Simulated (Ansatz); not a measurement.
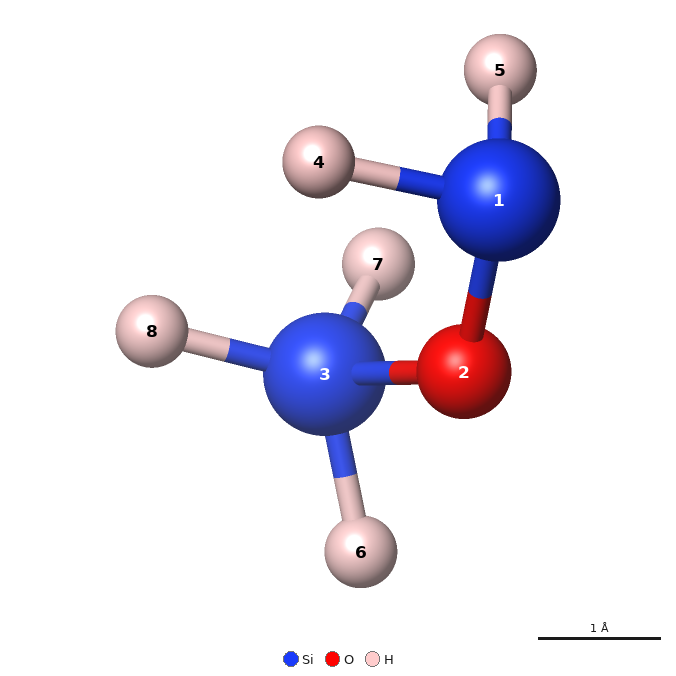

(Drawn from a calculation with Ansatz.)

The atoms are numbered. Charge −1, singlet. Geometry: moved along internal coordinates away from the minimum.

**What is the geometry at O2?**

O2 has 2 neighbours (Si1 at 1.77, Si3 at 1.92 Å); the arrangement is bent.

**How are the neighbours of atom 1 arranged?**

Si1 has 3 neighbours (O2 at 1.77, H4 at 1.55, H5 at 1.56 Å); the arrangement is trigonal pyramidal.
